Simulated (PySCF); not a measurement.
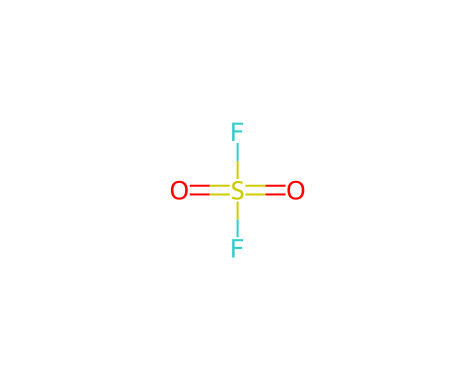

Give its SMILES.

Answer. O=S(=O)(F)F

What is the molecular formula?

Answer. SO2F2.

More results for the same structure follow; atom numbers are the same in all pictures, views and colours differ. The computed structure is the end point of a PBE0-D3(BJ)/def2-SVP optimisation. No frequency run is at hand to confirm it as a minimum.

Charges

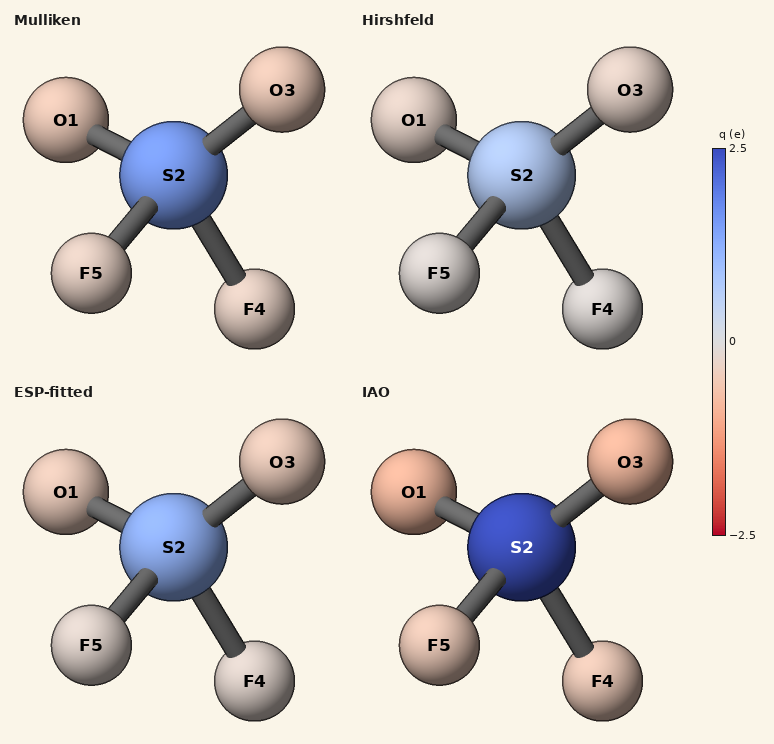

Atomic charges of one calculation by 4 schemes, on one colour scale. No frequency run is at hand to confirm it as a minimum. Computed with PBE0/pcSseg-1 (PySCF 2.14.0).

Which scheme gives the most polar picture (largest mean size of the charges)?

Answer. The IAO charges are the largest in size here, and the Hirshfeld charges the smallest.

List the charges (e), one line for each set of equivalent atoms.

```
  atom  Mulliken  Hirshfeld  ESP-fitted    IAO
O1, O3     −0.43      −0.24       −0.39  −0.76
    S2      1.43       0.64        1.11   2.39
F4, F5     −0.28      −0.08       −0.16  −0.44
```

NMR shielding

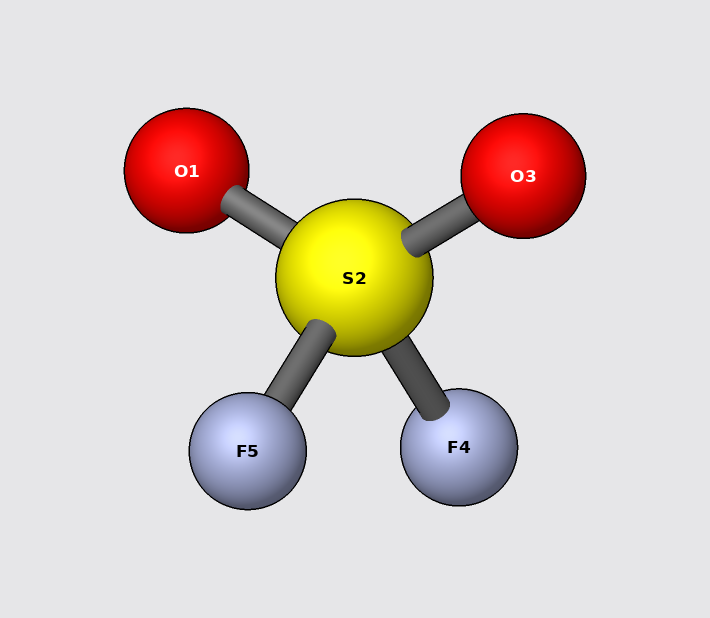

No frequency run is at hand to confirm it as a minimum. Level of theory: GIAO PBE0/pcSseg-1 NMR shielding, non-relativistic, gas phase (PySCF 2.14.0). Principal shieldings σ11 ≤ σ22 ≤ σ33, span Ω = σ33 − σ11, skew κ = 3(σiso − σ22)/Ω.

Give the shielding tensors of the F atoms.

| atom | σ11 | σ22 | σ33 | σiso | Ω | κ |
| --- | --- | --- | --- | --- | --- | --- |
| F4, F5 | −29.2 | −4.7 | 353.0 | 106.4 | 382.2 | 0.87 |

Shieldings and span in ppm.

Core levels

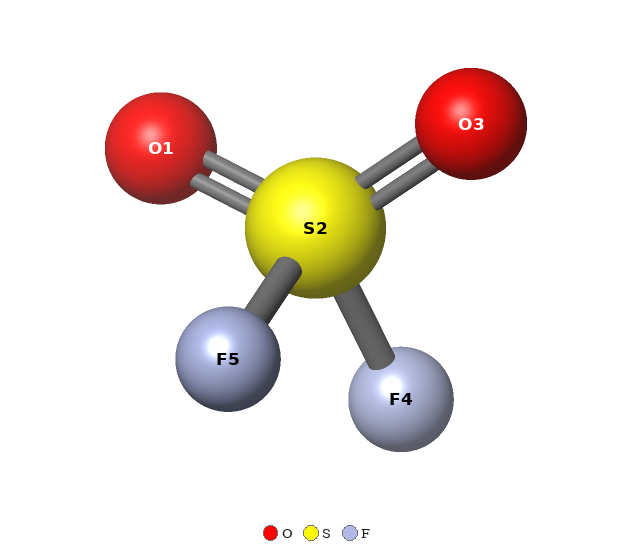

No frequency run is at hand to confirm it as a minimum. Properties computed with delta-SCF UKS SCAN, pcX-2 on the ionised atom, pcseg-1 elsewhere, spin-free X2C (PySCF 2.14.0).

Give the core-electron binding energies (to vacuum; p and d levels without spin–orbit splitting) of O1 1s, S2 1s, S2 2p, F4 1s.

| atom | level | binding energy (eV) |
| --- | --- | --- |
| O1 | 1s | 540.5 |
| S2 | 1s | 2487.1 |
| S2 | 2p | 178.4 |
| F4 | 1s | 695.1 |

Dipole moment

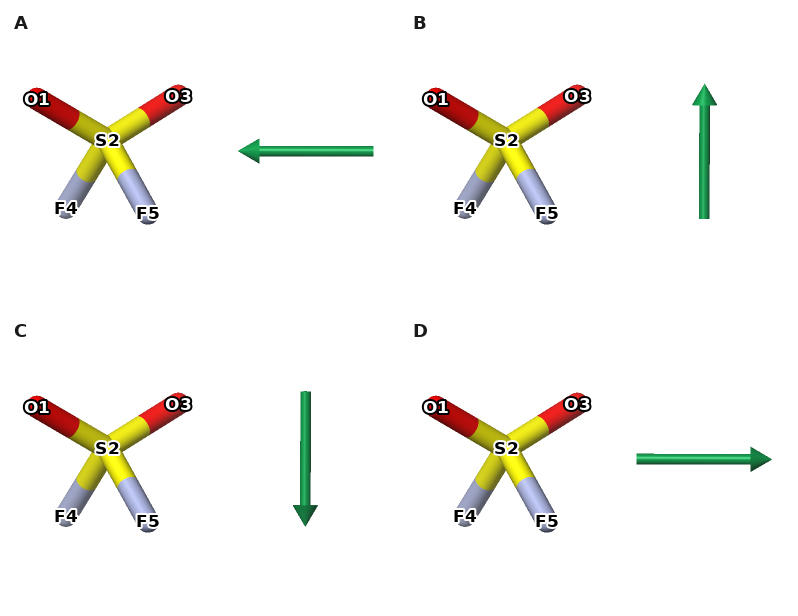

The same molecule four times, each with an arrow. No frequency run is at hand to confirm it as a minimum. Method: PBE0/pcSseg-1, gas phase (PySCF 2.14.0).

Which arrow points along the dipole moment, from the negative to the positive end?

Answer. C. The dipole moment is 0.79 D; it points from the side of O1, O3 to the side of F4, F5 (the outermost atoms at the two ends).

Mulliken values depend strongly on the basis set and can even reverse the polarity of a bond.
